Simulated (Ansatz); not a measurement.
CH₉AlSi: frequency calculation

The run: frequency calculation of CH₉AlSi. Method and program: RKS PBE0-D4/6-31G* (Ansatz 0.2.0).

It belongs to a series of runs on one base structure; here: vibrations at the highest image of the band. Figures and captions count atoms from 1; the log counts them from 0 in places.

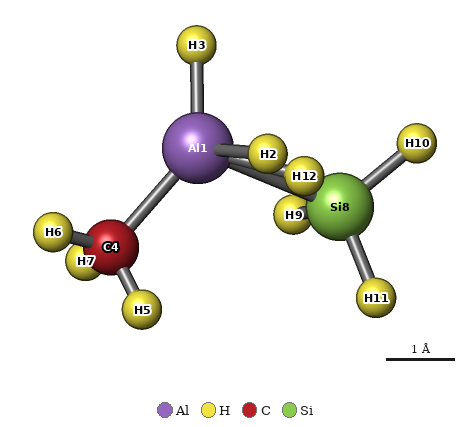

*The structure (ball-and-stick view, seen at a tilt; atoms are numbered from 1 in the order of the input). Sticks mark near contacts.*

Bond lengths as drawn: Al–C 1.96 Å, Al–H 1.58 to 1.72 Å, Al–Si 2.63 Å, C–H 1.10 Å and H–Si 1.49 to 1.50 Å.

**Input**
```yaml
crystal:
  periodic: [false, false, false]
  atoms:
    - { symbol: Al, position_ang: [-0.026464, -0.131342, -0.079046] }
    - { symbol: H, position_ang: [0.024196, 0.328872, 1.579547] }
    - { symbol: H, position_ang: [1.427471, 0.141768, -0.644088] }
    - { symbol: C, position_ang: [-1.85088, -0.009002, -0.779333] }
    - { symbol: H, position_ang: [-2.583643, -0.322847, -0.027857] }
    - { symbol: H, position_ang: [-2.09641, 1.017738, -1.073266] }
    - { symbol: H, position_ang: [-1.98178, -0.646582, -1.660728] }
    - { symbol: Si, position_ang: [0.239255, -2.573333, 0.862343] }
    - { symbol: H, position_ang: [0.130377, -3.254009, -0.465356] }
    - { symbol: H, position_ang: [1.557101, -2.936217, 1.45585] }
    - { symbol: H, position_ang: [-0.842844, -3.125527, 1.728407] }
    - { symbol: H, position_ang: [0.109816, -0.783217, 1.479723] }
basis:
  gaussian: { orbitals: "6-31G*" }
hamiltonian:
  xc: pbe0
  dispersion: d4
phonons: {}
```

Machine: 1 thread of Arm Neoverse V1, 24 GiB of memory available, shared host.

Command:
```bash
ansatz run input.yaml --threads 1 --pin off --max-ram 2048MiB --backend cpu --events-out ev --progress --plain --runs-dir out
```

**Log**
```
Engine: ansatz 0.2.0, aarch64-unknown-linux-gnu
Functional definition: PBE0
  parameter a = 0.25
  parameter kappa = 0.804
  parameter beta = 0.06672455060314922
  exchange = (1 - a)*pbe_x(kappa = kappa, mu = beta*pi^2/3) + a*exact_x
  correlation = pbe_c(beta = beta)
815 factors; integrals over basis functions are off by at most 6.2e-4 eV
mean field evaluation 1: about -15643.3470 eV, gradient 4.0e1 eV
mean field evaluation 2: about -15641.5622 eV, gradient 4.5e1 eV
mean field evaluation 4: about -15647.1861 eV, gradient 6.7e-1 eV
mean field evaluation 8: about -15647.2007 eV, gradient 3.8e-2 eV
mean field -15647.20071756 eV, -575.0240203168 hartree, gradient 3.4e-5 eV, S^2 0.000000; 0 other end points of the search recorded, 0 dependent functions left out
the calculation of the forces begins
reference -15647.20075114 eV, -575.0240215508 hartree; 21, 21 occupied and 50, 50 virtual orbitals, 815 factors
these checks for a lower state are left out or cut short: stability, starts, cluster_reference, orbital_swaps, neighbouring_geometries, increment
815 factors; integrals over basis functions are off by at most 6.2e-4 eV
mean field evaluation 16: about -15647.1877 eV, gradient 9.1e-2 eV
mean field -15647.20064176 eV, -575.0240175311 hartree, gradient 2.3e-6 eV, S^2 0.000000; 0 other end points of the search recorded, 0 dependent functions left out
[... from here on the field's lines of each further geometry are left out, up to the last ...]
the calculation of the forces begins
reference -15647.20071877 eV, -575.0240203612 hartree; 21, 21 occupied and 50, 50 virtual orbitals, 815 factors
these checks for a lower state are left out or cut short: stability, starts, cluster_reference, orbital_swaps, neighbouring_geometries, increment
815 factors; integrals over basis functions are off by at most 6.2e-4 eV
mean field -15647.20069143 eV, -575.0240193565 hartree, gradient 9.8e-7 eV, S^2 0.000000; 0 other end points of the search recorded, 0 dependent functions left out
the calculation of the forces begins
reference -15647.20072501 eV, -575.0240205907 hartree; 21, 21 occupied and 50, 50 virtual orbitals, 815 factors
WARN: phonons: modes at or below zero, which the zero-point energy, F, S and C_V leave out: 1, the lowest at -1177.03 cm⁻¹. A minimum has none, and a first-order saddle one
Total energy: -15647.38328713 eV, -575.0307296248 hartree
Atom 0 at    -0.026464    -0.131342    -0.079046 Å, force    -0.000049    -0.002078    -0.001348 eV/Å
Atom 1 at     0.024196     0.328872     1.579547 Å, force     0.011812    -0.007980    -0.002391 eV/Å
Atom 2 at     1.427471     0.141768    -0.644088 Å, force    -0.000392     0.002804    -0.001231 eV/Å
Atom 3 at    -1.850880    -0.009002    -0.779333 Å, force    -0.006664    -0.005758    -0.008600 eV/Å
Atom 4 at    -2.583643    -0.322847    -0.027857 Å, force     0.001719     0.000056     0.001677 eV/Å
Atom 5 at    -2.096410     1.017738    -1.073266 Å, force     0.002177     0.002145     0.002508 eV/Å
Atom 6 at    -1.981780    -0.646582    -1.660728 Å, force    -0.000062     0.003259     0.002875 eV/Å
Atom 7 at     0.239255    -2.573333     0.862343 Å, force     0.008389    -0.002035     0.005457 eV/Å
Atom 8 at     0.130377    -3.254009    -0.465356 Å, force     0.000694     0.008735    -0.000325 eV/Å
Atom 9 at     1.557101    -2.936217     1.455850 Å, force     0.001234    -0.002330     0.001945 eV/Å
Atom 10 at    -0.842844    -3.125527     1.728407 Å, force    -0.002038     0.003279     0.001008 eV/Å
Atom 11 at     0.109816    -0.783217     1.479723 Å, force    -0.016820    -0.000099    -0.001575 eV/Å
Dipole moment:    -0.171883     0.062440    -0.018886 e Å
Vibrations: -1177.03 76.63 103.84 106.50 275.46 320.23 412.83 448.14 531.75 622.55 663.67 738.06 743.67 834.20 920.63 924.10 939.12 1118.15 1272.07 1483.17 1488.18 1572.27 1827.76 1967.91 2219.14 2245.38 2259.44 3070.99 3157.36 3162.05 cm⁻¹, zero-point energy 2.201045 eV
```

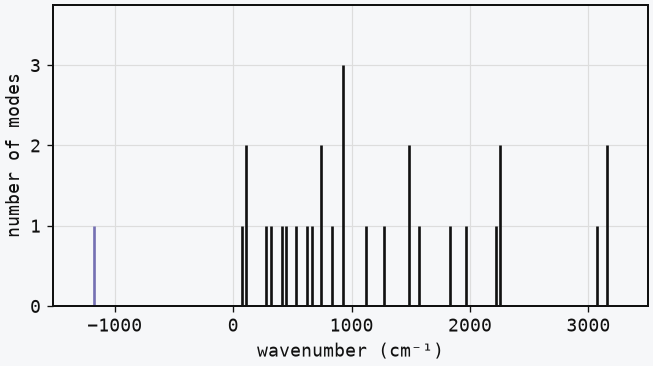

*Harmonic vibrational wavenumbers from the force constants; neighbouring modes closer than 20 cm⁻¹ are counted in one stick, and imaginary ones are drawn at negative wavenumbers.*

30 modes from 1177i to 3162 cm⁻¹, 1 imaginary beyond 8i (1177i cm⁻¹): a first-order saddle point, if the geometry is stationary.

**Results in brief**

| quantity | value |
| --- | --- |
| outcome | converged |
| total energy | −15647.3833 eV |
| mean-field energy | −15647.2008 eV |
| largest force (length of the vector) | 0.017 eV/Å |
| wall time | 2.9 min |
| peak memory | 0.14 GiB |
